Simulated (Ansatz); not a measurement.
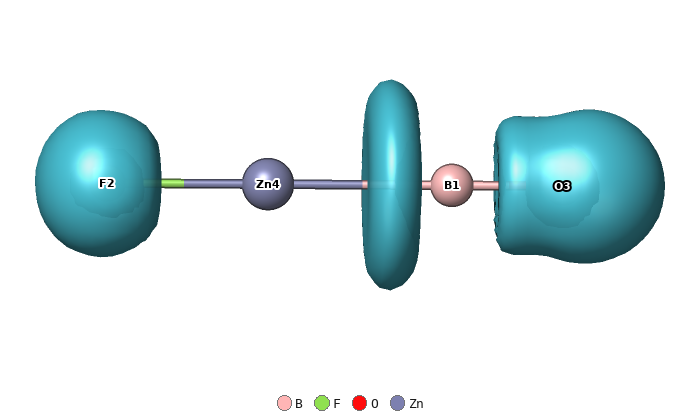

BFOZn (SMILES O=[B][Zn][F]). Isosurface of the ELF at 0.75 (cyan), seen from one side. Only the valence region is drawn (cores and ρ < 0.01 e/Å³ removed).

Geometry: B3LYP-D3(BJ)/def2-SVP.

Computed with isolated molecule in a Gaussian basis; Kohn-Sham density functional theory, functional PBE0 in Ansatz.

Input

```
crystal:
  periodic: [false, false, false]
  atoms:
    - {symbol: B, position_ang: [0.000000, 0.000000, -1.131078]}
    - {symbol: F, position_ang: [0.000000, 0.000000, 2.604031]}
    - {symbol: O, position_ang: [0.000000, 0.000000, -2.335508]}
    - {symbol: Zn, position_ang: [0.000000, 0.000000, 0.862555]}
basis:
  gaussian:
    orbitals: def2-TZVPD
hamiltonian:
  xc: {name: PBE0}
output:
  forces: true
  orbitals: {seedname: orbitals}
```

Run with:

```sh
ansatz run input.yaml --threads 1 --pin off --max-ram 2610MiB --events-out events.jsonl --progress --plain --runs-dir runs
```

### Describe the localisation domains.

At this value the surface marks out one lobe of the valence shell of B pointing towards Zn (polar bonds), one region on O in which the atom's valence shell and bonds are merged and one region wrapped around F (its valence shell).

Values along the shortest contacts:
B–O (1.20 Å): the ELF peaks at about 0.85 between the atoms, as expected for a short, strongly polar bond. Zn–F (1.74 Å): the ELF peaks at about 0.80 in the valence shell of F, 0.5 Å from its nucleus, and is about 0.20 at the midpoint.
